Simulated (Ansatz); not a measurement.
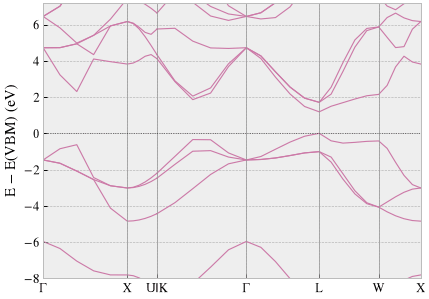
Figure. Band structure from the program Ansatz at the HSE06 level (PAW)

Question: Read off the gap and where the band edges lie.

Answer: About 1.2 eV (1.19 eV among the points solved); maximum at L, minimum at L.

Question: Which of these materials gives this?
A) GaN, rock salt
B) TePb, rock salt
C) BP, zinc blende
D) PbS, rock salt

Answer: B, TePb, rock salt

Space group Fm-3m (rock salt). Symmetry was held in the HSE06 relaxation. The hybrid was solved on a coarse mesh, the path and, where they were found, the r²SCAN edge points; its band edges are the extreme levels among these. Spin–orbit coupling is left out wherever it is not named.

Potentials: the earlier of the program's two PAW sets. The files were generated under PBE; for other functionals the program regenerates the frozen cores, and for LDA and PBEsol the local potential too.
